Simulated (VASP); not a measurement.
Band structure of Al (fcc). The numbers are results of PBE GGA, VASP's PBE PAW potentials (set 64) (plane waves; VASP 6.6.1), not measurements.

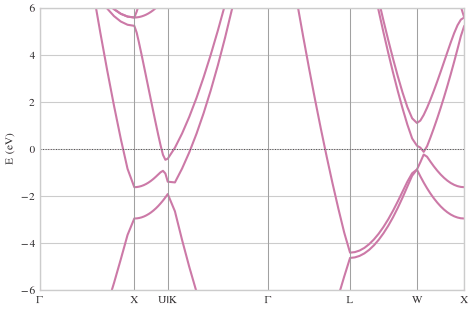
Fig. 1. Bands along high-symmetry lines, zero at the valence-band maximum or, without a gap, the Fermi level

**Question.** Read the plot: is there a gap, and where are the band edges?

**Answer.** It has no gap at this level: it comes out as a metal or semimetal. (Edges off the drawn lines would not show.)

The compound is Al in the fcc structure. It was relaxed first.
